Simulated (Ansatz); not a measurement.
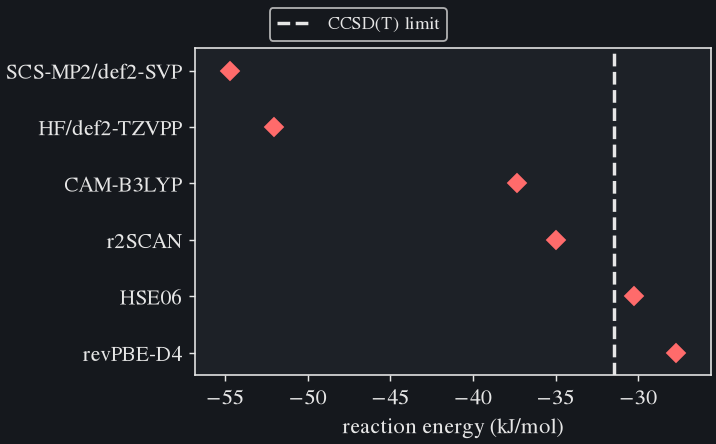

Electronic reaction energy of GeSiH₃Cl₃ ([SiH3][Ge]([Cl])([Cl])[Cl]) + HCl (Cl) → GeCl₄ ([Cl][Ge]([Cl])([Cl])[Cl]) + SiH₄ ([SiH4]) (SMILES in brackets) at several levels (functionals in def2-TZVPP unless a basis is named), isolated molecules at PBE0-D4 triple-zeta geometries, minima by their frequencies, no zero-point or thermal terms, the Ansatz code 0.2.0. The line is frozen-core CCSD(T) at the basis limit (MP2 extrapolated from triple and quadruple zeta, plus CCSD(T) less MP2 in a smaller set). No dispersion term is added to CAM-B3LYP, r2SCAN and HSE06. The distance of SCS-MP2/def2-SVP to the limit includes basis error. The limit lies 5.0 kJ/mol from CCSD(T)/def2-TZVPP, so the line itself is uncertain by a part of that.

Which level comes closest to the line (CCSD(T) limit), and which misses most?

Answer. Closest HSE06 (−30.3 kJ/mol), against −31.5 kJ/mol; farthest SCS-MP2/def2-SVP (−54.7 kJ/mol).

Give the values.

Answer.
```tsv
level	kJ/mol	less CCSD(T) limit
SCS-MP2/def2-SVP	−54.7	−23.2
HF/def2-TZVPP	−52.0	−20.6
CAM-B3LYP	−37.3	−5.9
r2SCAN	−35.0	−3.5
HSE06	−30.3	1.2
revPBE-D4	−27.7	3.7
CCSD(T) limit	−31.5	0.0
```

Caveats: no scalar relativity up to krypton; outer-core shells are correlated without core-valence functions, which makes the correlated values less sure.
